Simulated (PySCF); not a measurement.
CH3AlO4 (SMILES O[C][O][Al]([OH])[OH]) (triplet)

```xyz
9

C    -0.7751   -1.7120    0.0367
O    -1.8836   -2.3102    0.4757
O    -0.5066   -0.4280    0.2546
Al    0.5825    0.7743   -0.2786
O     0.3674    2.3551    0.2814
O     1.8561    0.3705   -1.3103
H    -1.7296   -2.7186    1.3439
H    -0.3497    2.6408    0.8486
H     2.4827    1.0049   -1.6606
```

Geometry: PBE0-D3(BJ)/def2-SVP.

The calculation used UKS B3LYP, IGLO-III on Al C O, pcH-1 on H, non-relativistic, mean-field spin-orbit, GIAO in PySCF.

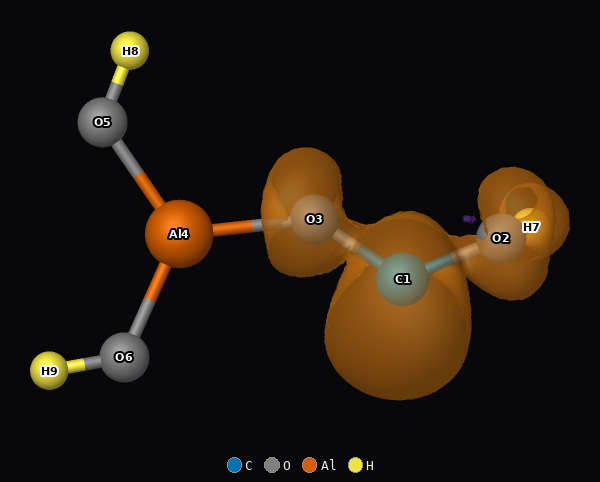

Figure 1. Isosurfaces of the spin density at +0.03 (orange) and −0.03 e/Å³ (purple), seen across its widest extent.

Which atoms carry the spin?

Answer. The unpaired spin (2 electrons) lies mostly on C1 (about 1.4), O3 (about 0.3) and O2 (about 0.2), in electrons by Hirshfeld's partition.

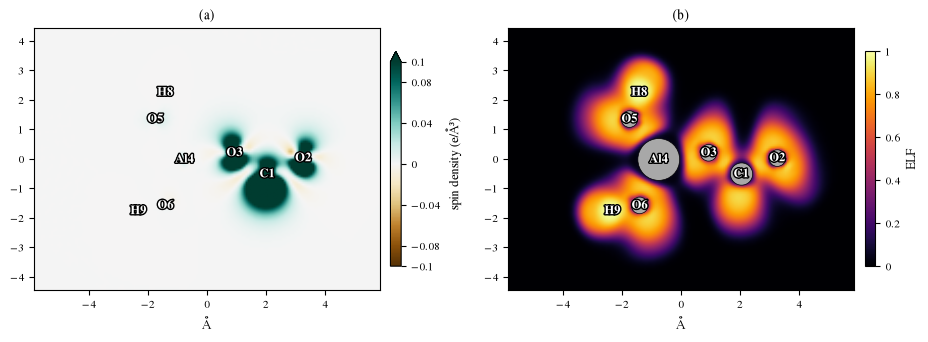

Figure 2. (a) spin density; (b) ELF on the plane of atoms Al4, O5 and H8. Grey discs cover the atomic cores in the ELF map.

What does the map show?

Answer. The section cuts through C, O, Al and H sites. C–O (1.33 Å): the ELF peaks at about 0.85 between the atoms (a polar covalent bond). Al–O (1.69 Å): the ELF peaks at about 0.85 in the valence shell of O, 0.6 Å from its nucleus, and is about 0.50 at the midpoint. O–H (0.96 Å): the ELF climbs to about 1 towards the hydrogen, as it does in any bond to H (a covalent bond by its length). The ELF also peaks beside O6, C1, O2, O3 and O5, away from the bonds: non-bonding electrons, paired or unpaired.

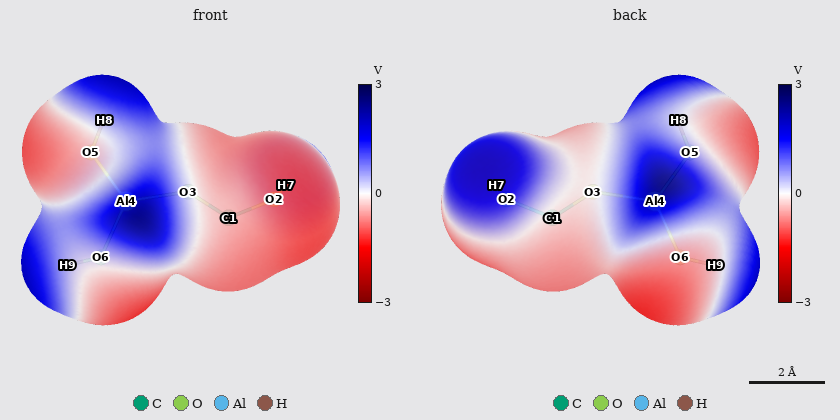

Figure 3. The molecular electrostatic potential painted on the density surface at 0.001 e/bohr³, seen from the front and from behind; red is negative and blue positive.

Where is the surface potential most negative and most positive?

Answer. The most negative region (about −1.2 V) lies over O6, the most positive (about +2.4 V) over Al4. O6 is the likeliest acceptor of a hydrogen bond.
